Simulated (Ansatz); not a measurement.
# HfN (110): surface energy and levels, part 2 of 2

Aim: for HfN, compute energy, relaxation and work function or band edges of the (110) face.

Ansatz 0.2.0; DFT PBEsol, scalar-relativistic, plane waves, PAW.

## 5. All atoms of the slab relaxed

The input, input.yaml:

```yaml
crystal:
  lattice:
    - [3.1830776068, 0.0, 0.0]
    - [0.0, 4.5015515216, 0.0]
    - [0.0, 0.0, 24.5492328204]
  atoms:
    - { symbol: Hf, position: [0.5, 0.0, 0.3055085287] }
    - { symbol: "N", position: [0.5, 0.5, 0.3055085287] }
    - { symbol: Hf, position: [0.0, 0.5, 0.3703390191] }
    - { symbol: "N", position: [0.0, 0.0, 0.3703390191] }
    - { symbol: Hf, position: [0.5, 0.0, 0.4351695096] }
    - { symbol: "N", position: [0.5, 0.5, 0.4351695096] }
    - { symbol: Hf, position: [0.0, 0.5, 0.5] }
    - { symbol: "N", position: [0.0, 0.0, 0.5] }
    - { symbol: Hf, position: [0.5, 0.0, 0.5648304904] }
    - { symbol: "N", position: [0.5, 0.5, 0.5648304904] }
    - { symbol: Hf, position: [0.0, 0.5, 0.6296609809] }
    - { symbol: "N", position: [0.0, 0.0, 0.6296609809] }
    - { symbol: Hf, position: [0.5, 0.0, 0.6944914713] }
    - { symbol: "N", position: [0.5, 0.5, 0.6944914713] }
basis:
  ecutwfc: 420
kpoints:
  mp_grid: { grid: [11, 8, 1] }
hamiltonian:
  xc: pbesol
scf:
  occupations: { method: gaussian, width: 0.1 }
output:
  forces: true
  eigenvalues: true
relax:
  adjacent_minimum: "off"
  f_tol: 0.02
  max_steps: 60
efield:
  axis: 3
  dipole_correction: true
  ramp_width: 0.04
```

Command:

```
$ ansatz run input.yaml --threads 2 --pin off --max-ram 4096MiB --backend cpu --events-out ev --progress --plain --runs-dir out
```

The log of the run:

```text
Warning: RAYON_NUM_THREADS=2 ignored (pool sized by the plan → 2); use --threads N
Engine: ansatz 0.2.0, x86_64-unknown-linux-gnu
Pseudopotentials: kind: paw
Pseudopotential: Hf, paw, valence charge 26, recommended cutoff 420 eV (normal), Hf.paw.azcp
Pseudopotential: N, paw, valence charge 5, recommended cutoff 420 eV (normal), N.paw.azcp
Functional definition: PBEsol
  exchange = pbesol_x
  correlation = pbesol_c
Crystal: 14 atoms, lattice volume = 351.761 Å³
Basis set: ecut = 420 eV, 6855 PW (Γ), exchange–correlation on 48×64×360 points (8 copies of the dense FFT grid, shifted against one another)
Bands: 131, of which v1, the nominal top of the filled ones, is band 109 counted from 1 (108 counted from 0)
Symmetry: 4 space group operations
k-points: 30 of 88
Non-local potential: Hf, projectors of the file, l = 0: 3, l = 1: 2, l = 2: 2, l = 3: 3
Non-local potential: N, projectors of the file, l = 0: 2, l = 1: 2, l = 2: 1
PAW form: soft (Blöchl's): semilocal exchange-correlation on the pseudo side does not see the compensation charge
PAW frozen core: Hf, regenerated for the run's functional, and the local potential with it (the file was generated under x = pbe(κ = 0.804, μ = 0.2195149727645171), c = pbe(β = 0.06672455060314922))
PAW frozen core: N, regenerated for the run's functional, and the local potential with it (the file was generated under x = pbe(κ = 0.804, μ = 0.2195149727645171), c = pbe(β = 0.06672455060314922))
PAW one-centre angular grid: Hf, 590 points (default); XC on 64 Gauss nodes
PAW one-centre angular grid: N, 110 points (default); XC on 64 Gauss nodes
Initial density: superposition of atomic densities (neutral atoms: chi_scale 0, normalization atom), corrected by the library's trained network
Initial wavefunctions: pseudopotential atomic-orbital guess
Functional: x = pbesol(κ = 0.804, μ = 0.12345679012345678), c = pbesol(β = 0.046)
SCF iter   1: F=—  HF=-111856.128655 eV  |F-HF|=—  |Δ(HF+E_count)|=         —  Δρ=7.14e-3  dr2=2.75e-1  ethr=1.77e-3  p=0.000 e·Å  D=2.35e-13 V/Å  ΔV_dip=-0.00 eV  dr2_dipole=1.95e-8  V_vac-E_F(+/−)=3.85/3.85 eV  ⟨swp⟩=6.4  Hψ=14914  notcnv=0  defer=39
efield: sawtooth ramp at fractional position 0.9800 (placed from the atoms, in the widest stretch of the axis that holds none; the zero of the levels goes with the place), width 0.0400; the density the first Hamiltonian is built on has a dipole p = 0.000 e·Å; the dipole correction subtracts the counter field D = 2.35e-13 V/Å, which shifts the + side's vacuum level by -0.00 eV against the − side's; the planar-averaged density in the ramp window peaks in size at 2.4e-5 e/Å³
preconditioner: auto → LDOS  [metal: Δε(μ)=0.010 eV  Ē_g=17.514 eV  σ=0.100 eV  W_gap=0.06  n_scr=98 (ndim 8)  ℏωp=28.2 eV  f_vac=0.493  D(μ)=6.46/eV (n_scr^D=32)  β→1.0]
SCF iter   2: F=—  HF=-111856.132084 eV  |F-HF|=—  |Δ(HF+E_count)|=   3.43e-3  Δρ=5.00e-3  dr2=9.39e-2  ethr=1.27e-4  p=0.000 e·Å  D=1.88e-6 V/Å  ΔV_dip=-0.00 eV  dr2_dipole=4.38e-8  V_vac-E_F(+/−)=3.74/3.74 eV  ⟨swp⟩=2.2  Hψ=7817  notcnv=0  defer=428
SCF iter   3: F=—  HF=-111856.113132 eV  |F-HF|=—  |Δ(HF+E_count)|=   1.90e-2  Δρ=9.27e-4  dr2=4.23e-3  ethr=4.33e-5  p=0.000 e·Å  D=2.87e-6 V/Å  ΔV_dip=-0.00 eV  dr2_dipole=3.10e-8  V_vac-E_F(+/−)=3.74/3.75 eV  ⟨swp⟩=2.1  Hψ=6331  notcnv=0  defer=428
SCF iter   4: F=—  HF=-111856.112357 eV  |F-HF|=—  |Δ(HF+E_count)|=   7.75e-4  Δρ=2.50e-4  dr2=2.37e-4  ethr=1.95e-6  p=0.000 e·Å  D=2.71e-6 V/Å  ΔV_dip=-0.00 eV  dr2_dipole=8.22e-9  V_vac-E_F(+/−)=3.72/3.72 eV  ⟨swp⟩=3.0  Hψ=7980  notcnv=0  defer=375
SCF iter   5: F=—  HF=-111856.112417 eV  |F-HF|=—  |Δ(HF+E_count)|=   5.94e-5  Δρ=1.34e-4  dr2=7.19e-5  ethr=1.09e-7  p=0.000 e·Å  D=2.30e-6 V/Å  ΔV_dip=-0.00 eV  dr2_dipole=6.34e-9  V_vac-E_F(+/−)=3.71/3.71 eV  ⟨swp⟩=2.8  Hψ=7282  notcnv=0  defer=322
SCF iter   6: F=—  HF=-111856.112455 eV  |F-HF|=—  |Δ(HF+E_count)|=   3.83e-5  Δρ=5.92e-5  dr2=2.45e-5  ethr=3.31e-8  p=0.000 e·Å  D=1.58e-6 V/Å  ΔV_dip=-0.00 eV  dr2_dipole=8.72e-11  V_vac-E_F(+/−)=3.70/3.70 eV  ⟨swp⟩=2.6  Hψ=6578  notcnv=0  defer=299
iter 7 did not close the SCF: its close was put off until two iterations running show no level that it waits for move by more than its bar (scf_convergence_deferred on its scf_iter line)
SCF iter   7: F=-111856.112472 eV  HF=-111856.112469 eV  |F-HF|=2.17e-6  |Δ(HF+E_count)|=   1.43e-5  Δρ=2.12e-5  dr2=2.26e-6  ethr=4.61e-9  p=0.000 e·Å  D=8.52e-7 V/Å  ΔV_dip=-0.00 eV  dr2_dipole=2.03e-11  V_vac-E_F(+/−)=3.69/3.69 eV  ⟨swp⟩=14.8  Hψ=23551  notcnv=0
iter 8 did not close the SCF: its close was put off until two iterations running show no level that it waits for move by more than its bar (scf_convergence_deferred on its scf_iter line)
SCF iter   8: F=-111856.112472 eV  HF=-111856.112471 eV  |F-HF|=6.70e-7  |Δ(HF+E_count)|=   2.13e-6  Δρ=9.73e-6  dr2=4.61e-7  ethr=1.04e-9  p=0.000 e·Å  D=3.52e-7 V/Å  ΔV_dip=-0.00 eV  dr2_dipole=2.64e-10  V_vac-E_F(+/−)=3.69/3.69 eV  ⟨swp⟩=5.8  Hψ=16363  notcnv=0
SCF iter   9: F=-111856.112472 eV  HF=-111856.112472 eV  |F-HF|=1.82e-7  |Δ(HF+E_count)|=   6.35e-7  Δρ=5.90e-6  dr2=2.38e-7  ethr=2.12e-10  p=0.000 e·Å  D=2.15e-7 V/Å  ΔV_dip=-0.00 eV  dr2_dipole=1.88e-11  V_vac-E_F(+/−)=3.69/3.69 eV  ⟨swp⟩=5.5  Hψ=14436  notcnv=0
SCF 1 converged in 9 iterations: F = -111856.112472 eV  dr2 = 2.38e-7
relax step   1: F+E_penalty+E_count = -111856.11247230 eV  Δ(F+E_penalty+E_count) = +0.000e0 eV  max|allowed force component| = 1.413e0 eV/Å  Δτ_max = 0.0000 Å  (9 SCF iters, dr2 threshold 1.00e-5 eV, accepted)
[... 14 lines left out ...]
relax step   2: F+E_penalty+E_count = -111856.39189634 eV  Δ(F+E_penalty+E_count) = -2.794e-1 eV  max|allowed force component| = 5.214e-1 eV/Å  Δτ_max = 0.0979 Å  (8 SCF iters, dr2 threshold 1.00e-4 eV, accepted)
[... 9 lines left out ...]
relax step   3: F+E_penalty+E_count = -111856.42398054 eV  Δ(F+E_penalty+E_count) = -3.208e-2 eV  max|allowed force component| = 5.699e-2 eV/Å  Δτ_max = 0.0306 Å  (6 SCF iters, dr2 threshold 1.70e-5 eV, accepted)
[... 11 lines left out ...]
relax step   4: F+E_penalty+E_count = -111856.42445774 eV  Δ(F+E_penalty+E_count) = -4.772e-4 eV  max|allowed force component| = 1.626e-2 eV/Å  Δτ_max = 0.0089 Å  (8 SCF iters, accepted)
SCF converged after 8 iterations
Free energy (F): -111856.424458 eV
Harris-Foulkes:  -111856.424458 eV  (|F-HF|=9.14e-9)
Internal energy: -111856.385872 eV  (E = F + TS)
E sigma→0 (E₀):  -111856.405165 eV
Entropy (-TS):   -0.038586 eV (-2.756 meV/atom)
Fermi energy:    8.870111 eV
Dipole field:    D = -0.000001 V/Å  (p = -0.000003 e·Å, saw-weighted, corrected)
Work function:   Φ+ = 3.5781 eV   Φ− = 3.5781 eV
Levels:          The Fermi level and band energies are counted from a zero that moves with the ramp; work functions are not
--- Per-component energies (eV) ---
  E_band       = -1922.351555
  E_kinetic    = 3888.893451
  E_local      = -402650.691098  (includes V_loc(G=0)·N_el)
  E_nonlocal   = -8347.848599
  E_hartree    = 198891.521923
  E_xc         = -2506.637397
  E_vxc        = -2402.804244  (∫ρ·V_xc dr)
  E_paw        = -48506.787963  (= ΣΔE_a)
  E_vpaw       = 9807.034910  (= ΣTr[D̂ρ^β])
  E_aug_tail   = 0.000637  (compensation charges beyond the density's cutoff)
  E_efield     = 0.000000  (sawtooth field / dipole correction)
  E_vefield    = 0.000000  (∫n·V_field dr)
  E_ewald      = 147366.208842
  E_core_change = 8.954333  (= ΣΔE_core)
  E_smearing   = -0.038586  (= −TS)
  E_closure    = -0.000000  (closes the sum)
  Σ components = -111856.424458   (vs F -111856.424458, Δ=0.00e0)
--- Forces (eV/Å), atoms counted from 1 ---
  atom   1  Hf     0.00000000     0.00000000     0.00969107
  atom   2  N      0.00000000     0.00000000    -0.01625786
  atom   3  Hf     0.00000000     0.00000000     0.00429958
  atom   4  N      0.00000000     0.00000000    -0.01615284
  atom   5  Hf     0.00000000     0.00000000    -0.01611962
  atom   6  N      0.00000000     0.00000000    -0.01398925
  atom   7  Hf     0.00000000     0.00000000     0.00000004
  atom   8  N      0.00000000     0.00000000    -0.00000015
  atom   9  Hf     0.00000000     0.00000000     0.01611884
  atom  10  N      0.00000000     0.00000000     0.01398946
  atom  11  Hf     0.00000000     0.00000000    -0.00429870
  atom  12  N      0.00000000     0.00000000     0.01615224
  atom  13  Hf     0.00000000     0.00000000    -0.00969032
  atom  14  N      0.00000000     0.00000000     0.01625827
  max |Σ_I F_I| component: 7.62e-7 eV/Å
--- Band table (eV; the first three rows and the last of 30) ---
  k-point 0: bands = ["-53.7688", "-53.7650", "-53.7630", "-53.6344", "-53.6324", "-53.3708", "-53.3707", "-22.8891", "-22.8868", "-22.8427", "-22.7215", "-22.6985", "-22.6237", "-22.5451", "-22.4458", "-22.4229", "-22.3967", "-22.3083", "-22.2922", "-22.2872", "-22.2029", "-22.1808", "-22.1523", "-22.0973", "-22.0321", "-22.0203", "-21.8991", "-21.8976", "-8.3283", "-7.7545", "-7.3571", "-6.9045", "-6.8315", "-5.6128", "-5.5628", "-3.7451", "-3.7448", "-3.7399", "-3.7393", "-3.7242", "-3.7239", "-3.7083", "-3.6932", "-3.6932", "-3.6920", "-3.6881", "-3.6881", "-3.6823", "-3.6780", "-3.6728", "-3.6722", "-3.6721", "-3.6636", "-3.6561", "-3.6303", "-3.6303", "-3.5902", "-3.5888", "-3.5760", "-3.5734", "-3.5618", "-3.5597", "-3.5544", "-3.5541", "-3.5518", "-3.5457", "-3.5431", "-3.5274", "-3.5248", "-3.5191", "-3.3193", "-3.3192", "-3.2904", "-3.2896", "-3.2886", "-3.2880", "-3.2847", "-3.2846", "-3.2642", "-3.2641", "-3.2552", "-3.2544", "-3.2201", "-3.2043", "1.4916", "1.7735", "2.5867", "3.1209", "3.2190", "3.3927", "3.4479", "3.4752", "3.5372", "3.6209", "4.1540", "4.4021", "4.4977", "4.5489", "4.9148", "5.1472", "5.8946", "5.9706", "6.2249", "6.2251", "6.6167", "6.7124", "7.8555", "8.6187", "8.7833", "8.9462", "9.0613", "9.2367", "9.2948", "9.5238", "10.0122", "10.1028", "10.1091", "10.4410", "10.9679", "11.0781", "11.3776", "11.4808", "11.5271", "11.5903", "11.5926", "11.9412", "12.0573", "12.5075", "12.5217", "12.6033", "12.7628"]
[... 3 lines left out ...]
--- Relaxed structure (4 steps of the walk, 4 accepted, 0 SCFs on fresh bases) ---
  F+E_penalty+E_count = -111856.42445774 eV   max|allowed force component| = 1.626e-2 eV/Å
  atoms:
    - { symbol: Hf, position: [0.5000000000000001, 0.0, 0.3090752098898941] }
    - { symbol: N, position: [0.5000000000000001, 0.5000000000000001, 0.3091248702404854] }
    - { symbol: Hf, position: [0.0, 0.5000000000000001, 0.367628166033334] }
    - { symbol: N, position: [0.0, 0.0, 0.36890641014194525] }
    - { symbol: Hf, position: [0.5000000000000001, 0.0, 0.434236347038207] }
    - { symbol: N, position: [0.5000000000000001, 0.5000000000000001, 0.4360191623628401] }
    - { symbol: Hf, position: [0.0, 0.5000000000000001, 0.49999999979751697] }
    - { symbol: N, position: [0.0, 0.0, 0.5000000019468464] }
    - { symbol: Hf, position: [0.5000000000000001, 0.0, 0.5657636565965386] }
    - { symbol: N, position: [0.5000000000000001, 0.5000000000000001, 0.5639808359497382] }
    - { symbol: Hf, position: [0.0, 0.5000000000000001, 0.6323718326532292] }
    - { symbol: N, position: [0.0, 0.0, 0.6310935932838495] }
    - { symbol: Hf, position: [0.5000000000000001, 0.0, 0.6909247853238071] }
    - { symbol: N, position: [0.5000000000000001, 0.5000000000000001, 0.6908751287417692] }
```

It took 3.2 min on 2 threads of Intel Xeon 6975P-C (Granite Rapids), shared host; peak memory 1.6 GiB.

Step by step:

| step | energy from step 1 (eV/cell) | largest force component (eV/Å) |
| --- | --- | --- |
| 1 | 0.0000 | 1.4129 |
| 2 | -0.2794 | 0.5214 |
| 3 | -0.3115 | 0.0570 |
| 4 | -0.3120 | 0.0163 |

Step 1 is the start.

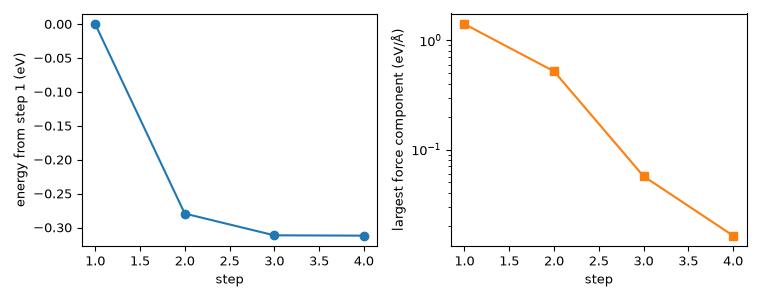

Energy and largest force along the relaxation.

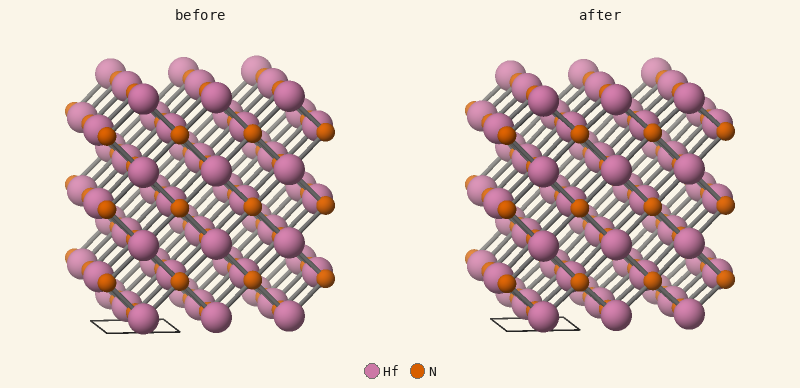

Before and after, at one scale.

This gives work function 3.58 eV.

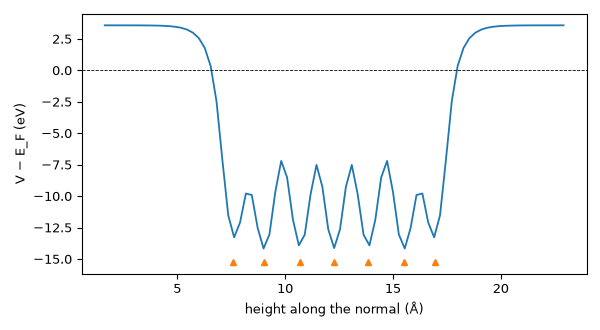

Plane-averaged electrostatic potential energy of an electron across the slab, counted from the Fermi level; triangles mark the atomic planes. The flat parts are the vacuum levels.

## 6. Surface energy and levels of (110)

The surface energy is (E_slab − N·E_bulk) / 2A, with N = 14 atoms and A = 14.33 Å².

|  | as cut | relaxed |
| --- | --- | --- |
| surface energy, mean of both faces | 3.14 J/m² | 2.96 J/m² |
| work function | 3.69 eV | 3.58 eV |
| dipole along +c (e·Å/cell) | 0.000 | 0.000 |

How the layers moved (bottom to top):

```
plane  atoms  spacing to the next, as cut (Å)  relaxed (Å)  change (%)  rumpling (Å)
    1    HfN                            1.592        1.453        -8.7         0.001
    2    HfN                            1.592        1.641        +3.1         0.031
    3    HfN                            1.592        1.593        +0.1         0.044
    4    HfN                            1.592        1.593        +0.1         0.000
    5    HfN                            1.592        1.641        +3.1         0.044
    6    HfN                            1.592        1.453        -8.7         0.031
    7    HfN                                                                   0.001
```

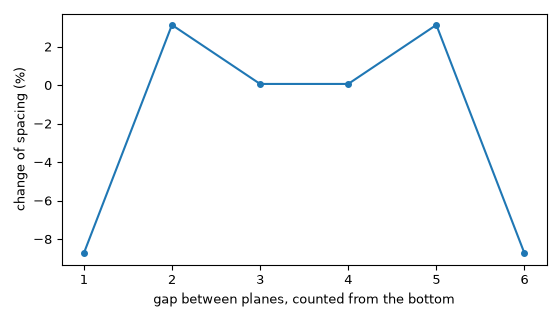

Change of each interlayer spacing on relaxation.

## 7. Results

What follows sums up all 2 parts.

| quantity | value |
| --- | --- |
| surface energy, (110), cut with HfN on top | 2.96 J/m² |
| work function, (110), cut with HfN on top | 3.58 eV |

What this shows: The outermost spacing of (110) contracts by 8.7 %, and relaxation gains 0.172 J/m² a face. Spin-orbit coupling is left out for Hf. Spin polarisation is off in the runs that give these values; a magnetic solution could lie lower.
